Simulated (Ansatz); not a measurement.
**C4H13NSi: density, localisation and related maps**

Input

```
crystal:
  periodic: [false, false, false]
  atoms:
    - { symbol: C, position_ang: [1.9774, -1.6417, -0.206] }
    - { symbol: C, position_ang: [1.9149, -0.0806, -0.1197] }
    - { symbol: "N", position_ang: [0.9323, 0.5702, -1.0344] }
    - { symbol: C, position_ang: [-0.3729, 0.3076, -0.7453] }
    - { symbol: C, position_ang: [-1.42195, 0.83054, -1.73777] }
    - { symbol: Si, position_ang: [-3.20075, 0.29096, -1.50332] }
    - { symbol: H, position_ang: [2.1063, -1.9237, -1.2473] }
    - { symbol: H, position_ang: [2.7857, -1.9872, 0.3785] }
    - { symbol: H, position_ang: [1.0009, -2.0163, 0.1956] }
    - { symbol: H, position_ang: [1.7627, 0.236, 0.9418] }
    - { symbol: H, position_ang: [2.9071, 0.2876, -0.3658] }
    - { symbol: H, position_ang: [1.191, 0.2899, -1.9611] }
    - { symbol: H, position_ang: [-0.55482, -0.86028, -0.7251] }
    - { symbol: H, position_ang: [-0.72389, 0.60505, 0.27367] }
    - { symbol: H, position_ang: [-1.42359, 1.94436, -1.71845] }
    - { symbol: H, position_ang: [-1.12634, 0.53793, -2.79963] }
    - { symbol: H, position_ang: [-3.65961, 0.73433, -0.17884] }
    - { symbol: H, position_ang: [-3.32195, -1.18191, -1.58159] }
    - { symbol: H, position_ang: [-4.08467, 0.90845, -2.52161] }
basis:
  gaussian: { orbitals: "6-31G*" }
hamiltonian:
  xc: pbe
relax:
  f_tol: 0.015
  max_steps: 40
output:
  orbitals: {}
```

Command:

```sh
ansatz run input.yaml --threads 2 --pin off --max-ram 3072MiB --backend cpu --events-out ev --progress --plain --runs-dir out
```

The fields are those of the relaxed geometry.

Method: RKS PBE/6-31G* (Ansatz).

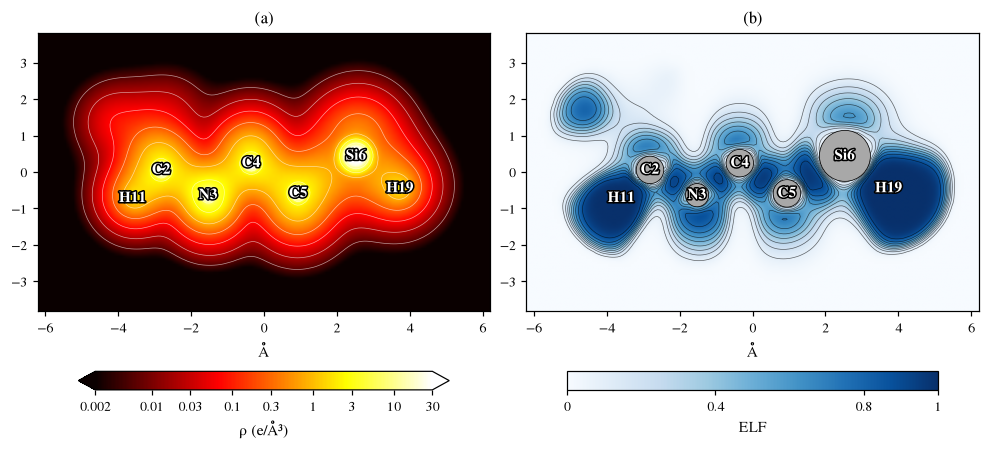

Figure 1. (a) total electron density; (b) electron localisation function on the plane of atoms N3, C4 and C5. Grey discs cover the atomic cores in the ELF map.

Q: What does the map show?

A: The section cuts through C, N, Si and H sites. C–N (1.47 Å): ρ at the midpoint is about 1.9 e/Å³; the ELF peaks at about 0.90 between the atoms; a covalent bond. C–C (1.54 Å): ρ at the midpoint is about 1.6 e/Å³; the ELF peaks at about 0.95 between the atoms: localised, covalent bonding. C–Si (1.90 Å): the density is about 0.91 e/Å³ at the midpoint; the ELF peaks at about 0.95 between the atoms: localised, covalent bonding. C–H (1.11 Å): ρ at the midpoint is about 1.9 e/Å³; the ELF climbs to about 1 towards the hydrogen, as it does in any bond to H; a covalent bond by its length. Si–H (1.50 Å): ρ is about 0.76 e/Å³ halfway; the ELF climbs to about 1 towards the hydrogen.

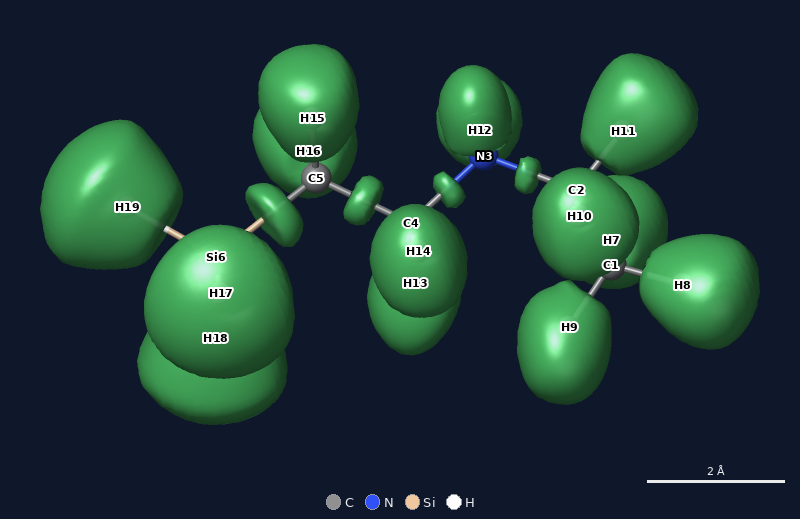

Figure 2. Isosurface of the electron localisation function at 0.85 (green), seen across its widest extent. Only the valence region is drawn (cores and ρ < 0.01 e/Å³ removed).

Q: Identify the bonds, lone pairs and shells in this picture.

A: The surface consists of two regions between bonded C–C atoms (shared pairs), two regions between bonded C–N atoms (shared pairs), one region between bonded C–Si atoms (shared pairs), 13 regions around hydrogen nuclei and one lobe on N, pointing away from the bonds (lone pairs).

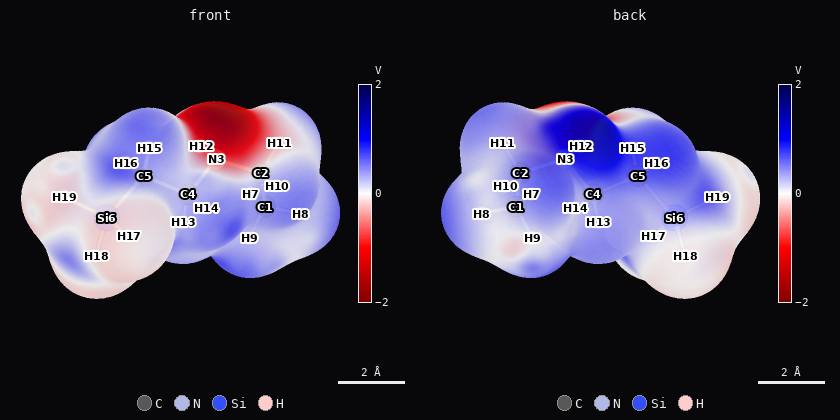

Figure 3. The molecular electrostatic potential painted on the density surface at 0.002 e/bohr³, seen from the front and from behind; the colour scale runs from red (negative) to blue (positive).

Q: Where is the surface potential most negative and most positive?

A: The most negative region (about −1.7 V) lies over N3, the most positive (about +1.4 V) over H12. N3 is the likeliest acceptor of a hydrogen bond.
